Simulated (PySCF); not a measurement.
# One shape, several levels: singlet CF+

Wanted: a comparison of 6 runs (B3LYP/cc-pVTZ, BLYP/cc-pVTZ, PBE0/cc-pVTZ, SVWN5/cc-pVTZ, TPSS/cc-pVTZ, CCSDT/cc-pVTZ) of singlet CF+. Input form: a Python script.

Program for the calculation: PySCF 2.14.0.

6 further runs of the same task are left out: 6 set aside as unsound or not needed.

### 1 Starting point

CF+: 2 atoms, total charge +1, spin state singlet. As SMILES of the parent species, `[C]F`. The coordinates come from a PBE0-D4/def2-TZVP relaxation. That shape belongs to the parent species and isn't relaxed for this state.

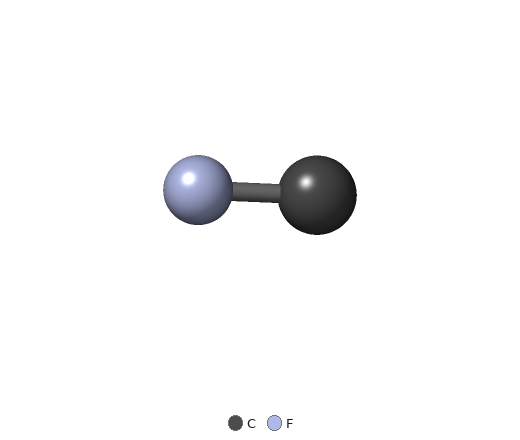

Viewed from a chosen angle; carbon dark grey, fluorine light blue.

### 2 The energy at B3LYP/cc-pVTZ (run 1)

Contents of job.py:

```python
from pyscf import gto, dft

molecule = gto.Mole()
molecule.atom = '''
C      0.000000     0.000000     0.005820
F      0.000000     0.000000     2.402447
'''
molecule.max_memory = 1860
molecule.verbose = 3
molecule.unit = 'bohr'
molecule.charge = 1
molecule.basis = 'cc-pvtz'
molecule.build()

ks = dft.RKS(molecule)
ks.xc = 'b3lyp'
ks.grids.level = 5
ks.conv_tol = 1e-10
ks.kernel()
if not ks.converged:
    ks = ks.newton().run(ks.mo_coeff, ks.mo_occ)

e_final = ks.e_tot
print('E = %.10f Eh' % e_final)
```

Started as:

```sh
OMP_NUM_THREADS=1 python job.py
```

Output:

```text
converged SCF energy = -137.473699784911
E = -137.4736997849 Eh
```

Run time: 2.7 s. Hardware: 1 thread of Arm Neoverse V2, shared host; peak memory 0.28 GiB.

### 3 A single-point energy at BLYP/cc-pVTZ (run 2)

Contents of run.py:

```python
from pyscf import gto, dft

mol = gto.M(
    atom=[
    ('C', (-0.000000, 0.000000, 0.003080)),
    ('F', (0.000000, -0.000000, 1.271320)),
],
    basis='cc-pvtz',
    max_memory=1860,
    spin=0,
    charge=1,
    verbose=3,
)

mf = dft.RKS(mol, xc='blyp')
mf.conv_tol = 1e-10
mf.grids.level = 5
mf.kernel()
if not mf.converged:
    mf = mf.newton().run(mf.mo_coeff, mf.mo_occ)

energy = mf.e_tot
print('E = %.10f Eh' % energy)
```

Started as:

```sh
OMP_NUM_THREADS=1 python run.py
```

Output:

```text
converged SCF energy = -137.471910117064
E = -137.4719101171 Eh
```

Wall time 2.5 s (1 thread of Arm Neoverse V2, shared host); peak memory 0.28 GiB.

Runs 3 to 5 aren't shown in full; the table further down has their settings and results.

### 4 The energy at CCSDT/cc-pVTZ (run 6)

Contents of calc.py:

```python
from pyscf import gto, scf, cc

molecule = gto.Mole()
molecule.atom = '''
C      0.000000     0.000000     0.005820
F      0.000000     0.000000     2.402447
'''
molecule.max_memory = 1860
molecule.charge = 1
molecule.verbose = 3
molecule.basis = 'cc-pvtz'
molecule.unit = 'bohr'
molecule.build()

myscf = scf.RHF(molecule)
myscf.conv_tol = 1e-10
myscf.kernel()
if not myscf.converged:
    myscf = myscf.newton().run(myscf.mo_coeff, myscf.mo_occ)

mycc = cc.CCSDT(myscf, frozen=2)
mycc.kernel()
e_final = mycc.e_tot
print('Final energy', e_final)
```

Started as:

```sh
OMP_NUM_THREADS=1 python calc.py
```

Output:

```text
converged SCF energy = -136.874760036571
_make_eris_incore_RCCSDT

WARN: A large `blksize` is being used, which may cause large memory consumption
      for storing contraction intermediates. If memory is sufficient, consider using
      `pyscf.cc.rccsdt_highm.RCCSDT` instead.

WARN: A large `blksize_oovv` is being used, which may cause large memory consumption
      for storing contraction intermediates. If memory is sufficient, consider using
      `pyscf.cc.rccsdt_highm.RCCSDT` instead.

WARN: A large `blksize_oooo` is being used, which may cause large memory consumption
      for storing contraction intermediates. If memory is sufficient, consider using
      `pyscf.cc.rccsdt_highm.RCCSDT` instead.

RCCSDT converged
E(RCCSDT) = -137.2620815354295   E_corr = -0.3873214988582226
E_corr(same-spin) = -0.0837815123500955
E_corr(oppo-spin) = -0.303539986508127
Final energy -137.2620815354295
```

Wall time 3.4 min (1 thread of Arm Neoverse V2, shared host); peak memory 1.6 GiB.

### 5 Overview of the runs

```tsv
run	level	integration grid	frozen core orbitals	energy (Eh)	HOMO energy (eV)	LUMO energy (eV)	HOMO–LUMO gap (eV)	wall time
1	B3LYP/cc-pVTZ	5	–	-137.473700	-22.09	-13.75	8.34	2.7 s
2	BLYP/cc-pVTZ	5	–	-137.471910	-20.48	-14.67	5.81	2.5 s
3	PBE0/cc-pVTZ	5	–	-137.329008	-22.34	-13.36	8.98	3.6 s
4	SVWN5/cc-pVTZ	5	–	-136.481706	-20.55	-14.99	5.56	1.9 s
5	TPSS/cc-pVTZ	5	–	-137.494345	-20.80	-14.55	6.25	5.4 s
6	CCSDT/cc-pVTZ	–	2	-137.262082	-26.83	-8.37	18.46	3.4 min
```

### 6 Outcome

```
                                          quantity          value
                               run 6: total energy  -137.26208 Eh
        run 6: HOMO energy (Hartree–Fock orbitals)      -26.83 eV
        run 6: LUMO energy (Hartree–Fock orbitals)       -8.37 eV
      run 6: HOMO–LUMO gap (Hartree–Fock orbitals)       18.46 eV
run 6: correlation energy (2 core orbitals frozen)     -387.3 mEh
                              run 6: T1 diagnostic          0.028
```

**Reading.** Over runs 1, 2, 3, 4, 5 the HOMO–LUMO gap runs from 5.56 eV (SVWN5/cc-pVTZ) to 8.98 eV (PBE0/cc-pVTZ). Totals of different functionals can't be ranked against each other. All runs together took 3.7 min, the longest 3.4 min.
